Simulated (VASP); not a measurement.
Band structure of GaN (wurtzite). All values below come from rev-vdW-DF2, VASP's PBE PAW potentials (set 64) (plane waves; VASP).

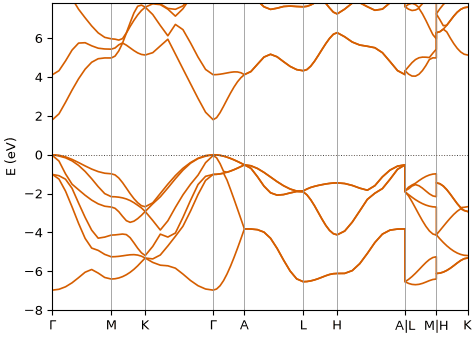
Fig. 1. Bands along high-symmetry lines, zero at the valence-band maximum or, without a gap, the Fermi level

Read the plot: is there a gap, and where are the band edges?

The gap is direct, 1.80 eV, from the valence maximum at Γ to the conduction minimum at Γ. (Edges off the drawn lines would not show.)

Measured: gap 3.68 eV (computed value off by -1.88 eV), as given by Wei Chen et al., Physical Review Materials (2018), doi:10.1103/physrevmaterials.2.073803 [zero-point renormalisation of 0.17 eV added back (the table's ZPR column)].

The compound is GaN in the wurtzite structure. It was relaxed first.
